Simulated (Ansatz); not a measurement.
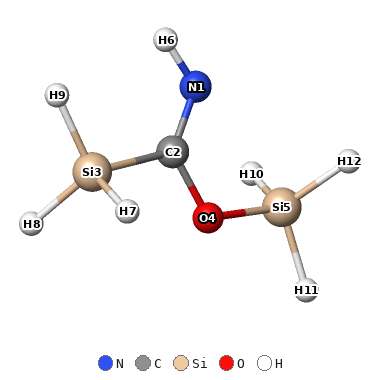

The system is CH₇NOSi₂, SMILES N=C([SiH3])O[SiH3]; the picture shows the reference structure. The first coordinate is: dihedral Si3–C2–O4–Si5; the second: dihedral H6–N1–C2–Si3. Nothing is relaxed (all other coordinates rigid). The scan uses a 10 × 10 grid. Energies are in eV, from the lowest grid point. Energies and slopes of some neighbouring points disagree (a jump in structure or state, or too coarse a mesh). The dihedral twists a double bond; near 90° a spin-restricted reference is unreliable. Theory: RKS PBE0-D4/def2-SVP (Ansatz).

Its coordinates:

```xyz
12

N     0.1187    1.3851    0.3840
C    -0.0363    0.1251    0.3992
Si   -0.3965   -1.0305    1.8765
O     0.0554   -0.5430   -0.7621
Si    0.3772    0.3911   -2.1702
H     0.0329    1.8091    1.3071
H     0.7065   -2.0251    2.0043
H    -1.6904   -1.7343    1.6471
H    -0.4783   -0.1911    3.1086
H    -0.7221    1.3538   -2.4457
H     0.4073   -0.6560   -3.2286
H     1.7025    1.0604   -2.0865
```

Range: dihedral Si3–C2–O4–Si5 from −180 to 144°; dihedral H6–N1–C2–Si3 from −180 to 144°.

> Predict the map.

The lowest grid point is at dihedral Si3–C2–O4–Si5 = −180°, dihedral H6–N1–C2–Si3 = 0°. Other grid points that lie below all their neighbours: dihedral Si3–C2–O4–Si5 = 108°, dihedral H6–N1–C2–Si3 = −180° (0.53 eV higher); dihedral Si3–C2–O4–Si5 = −108°, dihedral H6–N1–C2–Si3 = −180° (0.53 eV higher); dihedral Si3–C2–O4–Si5 = −180°, dihedral H6–N1–C2–Si3 = −180° (0.56 eV higher). The highest grid point, dihedral Si3–C2–O4–Si5 = 0°, dihedral H6–N1–C2–Si3 = −72°, lies 2.26 eV above the lowest.

| dihedral H6–N1–C2–Si3 ↓, dihedral Si3–C2–O4–Si5 → | −180 | −144 | −108 | −72 | −36 | 0 | 36 | 72 | 108 | 144 |
| --- | --- | --- | --- | --- | --- | --- | --- | --- | --- | --- |
| 144 | 0.81 | 0.98 | 0.99 | 1.05 | 1.11 | 1.37 | 1.12 | 1.06 | 0.95 | 0.88 |
| 108 | 1.45 | 1.70 | 1.94 | 2.05 | 2.06 | 2.26 | 2.04 | 2.03 | 1.90 | 1.66 |
| 72 | 1.26 | 1.56 | 1.90 | 2.10 | 2.11 | 2.26 | 2.01 | 1.97 | 1.82 | 1.54 |
| 36 | 0.39 | 0.61 | 0.88 | 1.08 | 1.16 | 1.38 | 1.08 | 0.98 | 0.83 | 0.62 |
| 0 | 0.00 | 0.19 | 0.39 | 0.57 | 0.68 | 0.96 | 0.68 | 0.57 | 0.39 | 0.19 |
| −36 | 0.39 | 0.62 | 0.83 | 0.98 | 1.08 | 1.38 | 1.16 | 1.08 | 0.88 | 0.61 |
| −72 | 1.26 | 1.54 | 1.82 | 1.97 | 2.01 | 2.26 | 2.11 | 2.10 | 1.90 | 1.56 |
| −108 | 1.45 | 1.66 | 1.90 | 2.03 | 2.04 | 2.26 | 2.06 | 2.05 | 1.94 | 1.70 |
| −144 | 0.81 | 0.88 | 0.95 | 1.05 | 1.12 | 1.37 | 1.11 | 1.05 | 0.99 | 0.98 |
| −180 | 0.56 | 0.57 | 0.53 | 0.60 | 0.67 | 0.95 | 0.68 | 0.60 | 0.53 | 0.57 |

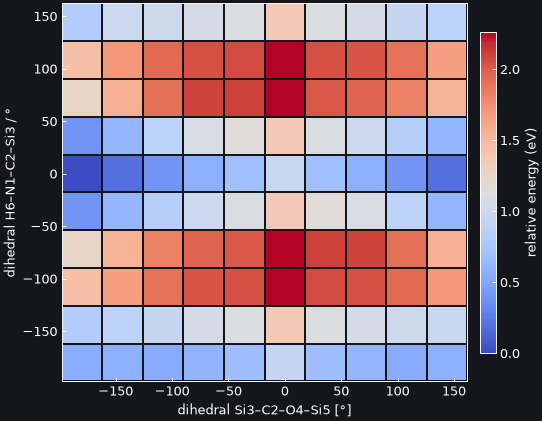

The picture shows one coloured cell a grid point.

Time for the 100 points that were run: 11 min on 1 thread of Arm Neoverse V1 (shared host).
